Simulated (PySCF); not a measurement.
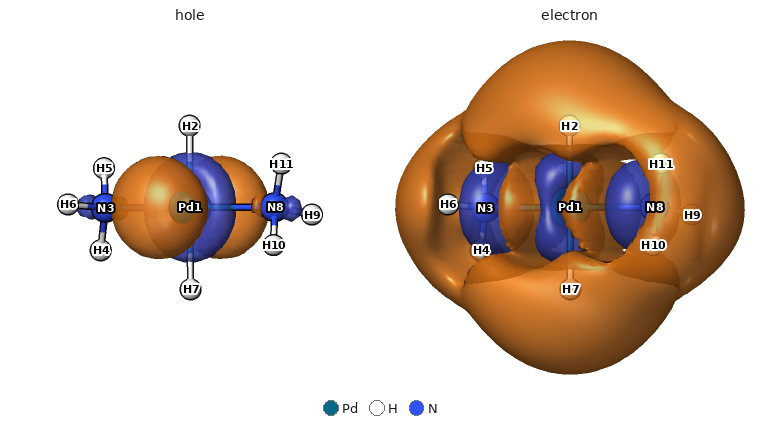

Figure 1: Trans-PdH2(NH3)2 (H8N2Pd). Leading natural transition orbital pair of S₁ (TDA singlet states); the surfaces enclose about 85 % of each orbital's density.

Method: CAM-B3LYP/def2-SVP; geometry: GFN2-xTB; program: PySCF. Core potentials replace the inner electrons of Pd; spin–orbit coupling isn't included. This is a single-reference result, which may miss multireference character in this system. No frequency check shows the geometry to be a minimum. GFN2-xTB bond lengths at metals and heavier atoms can be off by up to 0.1 Å and shapes distorted, which carries into these values. Without diffuse functions Rydberg states are missing, so the states' numbers hold for this basis only.

Give its energy and the atoms that hole and electron lie on.

Answer. 3.87 eV (321 nm), f = 0.000 (dark), mixed metal–ligand; the leading pair carries 100 %; hole on Pd1 (91 %), electron on Pd1 (48 %), H2 and H7 (10 % each) and N3 and N8 (8 % each); their centroids lie 0.0 Å apart. In canonical orbitals it is mainly HOMO−1 → LUMO (82 %). The HOMO–LUMO gap is 7.30 eV.

The PySCF run took 3.4 min on 1 thread of Arm Neoverse V2 (shared host), peak memory 0.59 GiB.
